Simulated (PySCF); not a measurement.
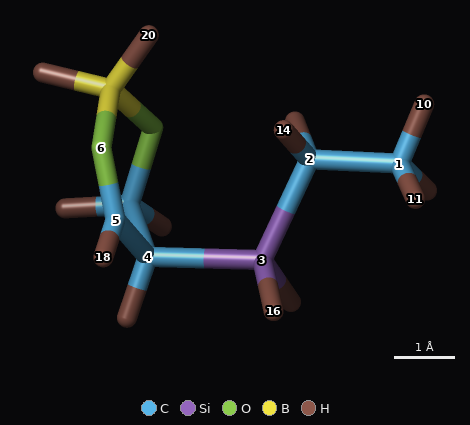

Figure 1. The structure as given in the input (stick view, seen at a tilt; atoms are numbered from 1 in the order of the input).

## Run report: C₅H₁₃BO₂Si, NMR shielding calculation

The run: NMR shielding calculation of C₅H₁₃BO₂Si. Method and program: GIAO PBE0/pcSseg-1 NMR shielding, non-relativistic, gas phase (PySCF 2.14.0).

The geometry comes from this level: GFN2-xTB. It belongs to a series of runs on one base structure; here: H2 added to a C-C multiple bond. Figures and captions count atoms from 1; the log counts them from 0 in places.

**The program's output**
```
coarse grid: 18376 points
cycle   1  E = -662.3108835841  dE =  1.181e+00  |g| = 8.830e-01  |ddm| = 4.056e+00
cycle   2  E = -661.8937098348  dE =  4.172e-01  |g| = 1.659e+00  |ddm| = 2.482e+00
cycle   3  E = -662.4721456119  dE = -5.784e-01  |g| = 1.714e-01  |ddm| = 1.884e+00
cycle   4  E = -662.4782892317  dE = -6.144e-03  |g| = 7.297e-02  |ddm| = 2.063e-01
cycle   5  E = -662.4795725248  dE = -1.283e-03  |g| = 1.627e-02  |ddm| = 7.129e-02
cycle   6  E = -662.4796153302  dE = -4.281e-05  |g| = 9.439e-03  |ddm| = 2.017e-02
cycle   7  E = -662.4796316191  dE = -1.629e-05  |g| = 1.244e-03  |ddm| = 7.232e-03
cycle   8  E = -662.4796320139  dE = -3.949e-07  |g| = 6.981e-04  |ddm| = 1.936e-03
final grid: 171432 points
cycle   9  E = -662.5506044498  dE = -4.706e-05  |g| = 1.341e-02  |ddm| = 3.374e-02
cycle  10  E = -662.5505445598  dE =  5.989e-05  |g| = 2.233e-02  |ddm| = 2.265e-02
cycle  11  E = -662.5506379677  dE = -9.341e-05  |g| = 2.934e-03  |ddm| = 1.545e-02
cycle  12  E = -662.5506398160  dE = -1.848e-06  |g| = 3.935e-04  |ddm| = 2.483e-03
cycle  13  E = -662.5506398404  dE = -2.440e-08  |g| = 1.858e-04  |ddm| = 4.846e-04
cycle  14  E = -662.5506398467  dE = -6.330e-09  |g| = 4.362e-05  |ddm| = 2.014e-04
cycle  15  E = -662.5506398471  dE = -3.704e-10  |g| = 1.213e-05  |ddm| = 4.434e-05
```

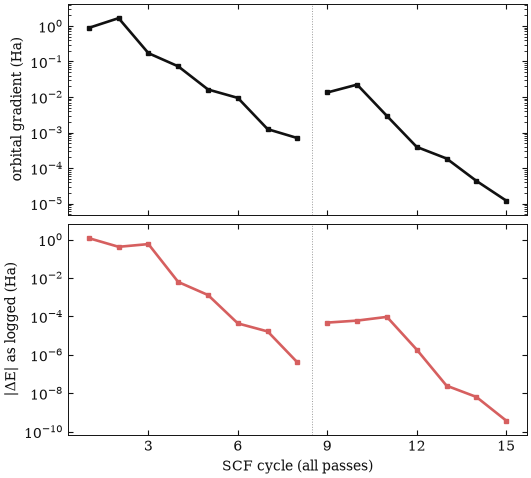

Figure 2. Convergence of the self-consistent field: orbital gradient and size of the energy change against the SCF cycle. The dotted line marks the change from a coarse to the final integration grid. The first 8 cycles use a coarse grid, the final grid takes over at cycle 9, and the field converges after 15 cycles in all.

```
converged SCF energy = -662.5506398471

GIAO shielding tensors (ppm)
atom      isotropic    diamagn.    paramagn.     s11        s22        s33       span
  0 C      176.768     243.617     -66.849    168.734    172.162    189.408     20.674
  1 C      177.986     256.121     -78.135    167.959    173.738    192.262     24.303
  2 Si     377.594     882.629    -505.035    310.836    383.563    438.384    127.548
  3 C      131.869     261.923    -130.054     89.541    140.619    165.446     75.905
  4 C      -30.791     252.896    -283.687   -149.339    -53.647    110.612    259.951
  5 O     -149.413     397.662    -547.076   -502.818   -318.506    373.083    875.900
  6 B       98.519     188.994     -90.474     89.438     98.231    107.890     18.452
  7 O      265.398     399.162    -133.764    172.497    262.581    361.117    188.619
  8 C      125.209     242.632    -117.423     95.886    119.900    159.841     63.956
  9 H       30.136      27.210       2.925     24.740     27.670     37.997     13.256
 10 H       30.914      28.123       2.791     26.073     29.067     37.603     11.529
 11 H       30.740      28.175       2.565     25.912     29.068     37.241     11.329
 12 H       29.523      34.054      -4.531     22.941     29.558     36.069     13.128
 13 H       30.664      34.701      -4.038     24.887     31.149     35.955     11.068
 14 H       27.354      31.016      -3.661     23.745     25.983     32.335      8.590
 15 H       27.297      31.188      -3.892     23.616     26.158     32.117      8.501
 16 H       28.862      33.176      -4.314     25.178     27.404     34.004      8.825
 17 H       22.152      29.836      -7.684     19.783     20.909     25.764      5.981
 18 H       27.920      29.229      -1.309     24.973     27.514     31.273      6.299
 19 H       28.037      31.660      -3.623     26.397     26.724     30.989      4.593
 20 H       27.312      29.356      -2.045     22.898     26.295     32.742      9.844
 21 H       27.476      30.051      -2.575     24.420     26.042     31.966      7.546
```

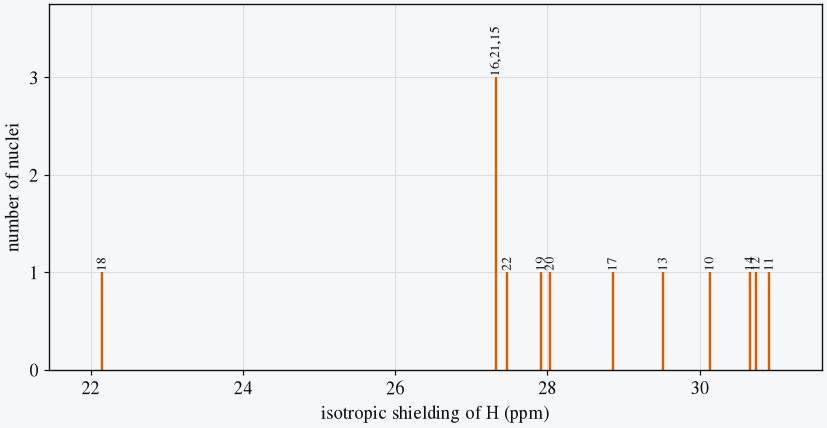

Figure 3. Isotropic shieldings of the hydrogen nuclei in this fixed geometry, labelled by atom number; shielding grows to the right, so chemical shift grows to the left. The least shielded is H18 (22.2 ppm), the most shielded H11 (30.9 ppm).

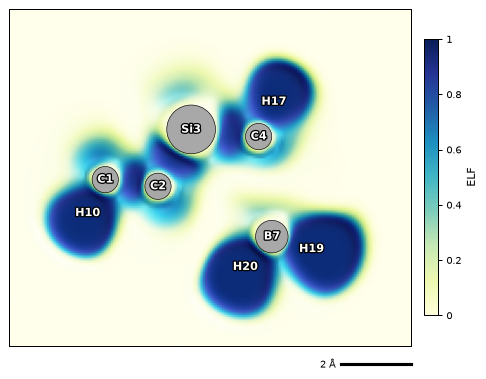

Figure 4. Electron localisation function on the plane of atoms C2, Si3 and C4. Grey discs, where drawn, cover atomic cores. C–C (1.53 Å): the ELF peaks at about 0.95 between the atoms, which marks localised, shared-pair bonding.

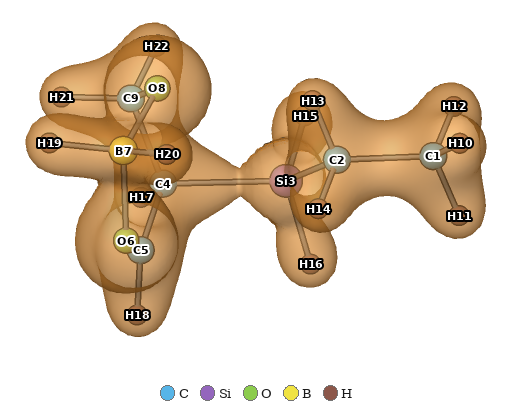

Figure 5. Isosurface of the total electron density at 0.6 e/Å³ (orange), seen from the side. At this value the surface is in one piece. On the grid the lowest density along these lines, outside the cores, is 2.6 e/Å³ (C–O, 1.24 Å), 1.9 e/Å³ (C–C, 1.45 Å), 1.1 e/Å³ (B–O, 1.46 Å) and 0.81 e/Å³ (C–Si, 1.89 Å).

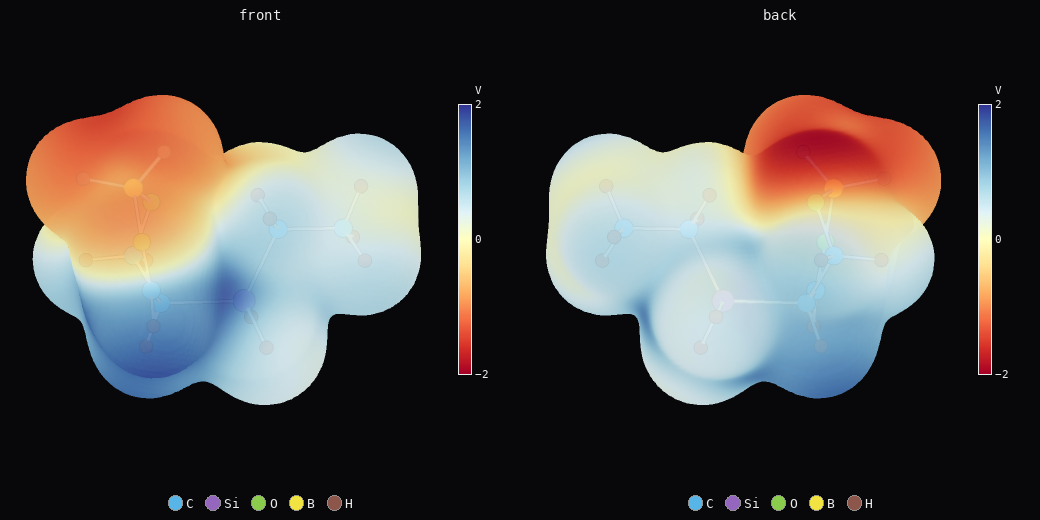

Figure 6. The molecular electrostatic potential painted on the density surface at 0.002 e/bohr³, seen at a tilt and from behind; the colour scale runs from red (negative) to blue (positive).

The run was set up as follows.

**Input file**
```
{"job": {"kind": "nmr", "xc": "PBE0", "basis": "pcSseg-1"}, "charge": 0, "multiplicity": 1}
C      2.951303     0.451032    -0.955056
C      1.443201     0.348519    -0.738122
Si     0.985970    -0.229306     1.003443
C     -0.931096    -0.408856     1.306791
C     -1.497633     0.899787     1.065146
O     -1.961246     1.294780    -0.014119
B     -2.094563     0.333408    -1.242412
O     -1.347818    -0.893455    -0.994100
C     -1.497361    -1.406154     0.281271
H      3.168756     0.776363    -1.970031
H      3.395853     1.163898    -0.264569
H      3.430508    -0.511380    -0.796111
H      1.012451    -0.337994    -1.469283
H      0.986553     1.321080    -0.937893
H      1.510119    -1.560627     1.333639
H      1.432470     0.731437     2.027930
H     -1.075498    -0.724036     2.339303
H     -1.505675     1.619954     1.892633
H     -3.284425     0.194077    -1.314401
H     -1.618122     0.915283    -2.158896
H     -2.556868    -1.599290     0.523178
H     -0.957290    -2.359136     0.336977
```

The first line tells a small driver script what to run in PySCF; the rest is the geometry in Å.

Launched with:
```bash
OMP_NUM_THREADS=1 python <driver script> task.json out
```

**Summary**

```csv
quantity,value
outcome,converged
total energy,−662.550640 hartree
HOMO,−6.82 eV
LUMO,−2.17 eV
dipole moment,5.18 D
"isotropic shielding, C",−30.8 to 178.0 ppm
"isotropic shielding, Si",377.6 ppm
"isotropic shielding, O",−149.4 to 265.4 ppm
"isotropic shielding, B",98.5 ppm
"isotropic shielding, H",22.2 to 30.9 ppm
hardware,"1 CPU thread, shared host"
wall time,68 s
peak memory,1.1 GiB
```
